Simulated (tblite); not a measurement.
# AlCl3H2S: the cost of one run

Computed with tblite 0.8.0 and PySCF 2.14.0; each step states its level. No surroundings beyond the atoms listed, unless a continuum is named. Atoms count from 0, parts from 1.

## (1) The system as given

7 atoms, charge 0, multiplicity 1; geometry: rigid parts in contact. Parts: 1 = atoms 0–3, `[Cl][Al]([Cl])[Cl]`, charge 0; 2 = atoms 4–6, `S`, charge 0.

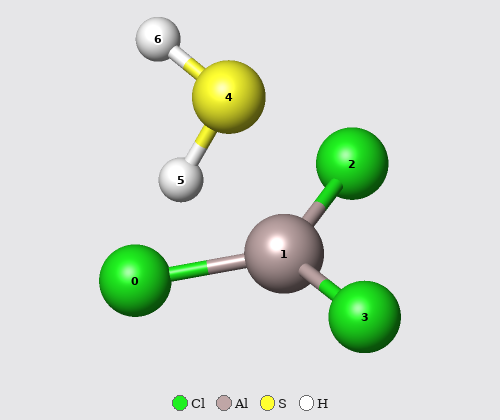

The starting geometry (chlorine green, aluminium light grey, sulfur yellow, hydrogen white), atoms numbered.

## (2) Bringing the parts together with GFN2-xTB

What the job is given:

```
{"job": {"kind": "dock", "xc": "GFN2-xTB", "basis": "xTB"}, "charge": 0, "multiplicity": 1, "parts": [{"atoms": "0-3", "charge": 0, "multiplicity": 1}, {"atoms": "4-6", "charge": 0, "multiplicity": 1}]}
Cl    -0.942216     0.316183    -1.769976
Al     0.000034     0.000107     0.000225
Cl     0.986010     1.522549     0.911285
Cl    -0.043828    -1.838839     0.858466
S     -2.642457     0.461444     1.240290
H     -2.330292     0.034939     0.023253
H     -3.167185     1.586233     0.771318
```

Method: GFN2-xTB search for minima from random contacts, gas phase.

Launch:

```
$ OMP_NUM_THREADS=1 python cluster_run.py task.json out
```

The driver reads the jobs from task.json and runs them one after another.

**Question.** How long does this first job take on 1 thread of Intel Xeon 6975P-C, shared host?

About 8.4 s.
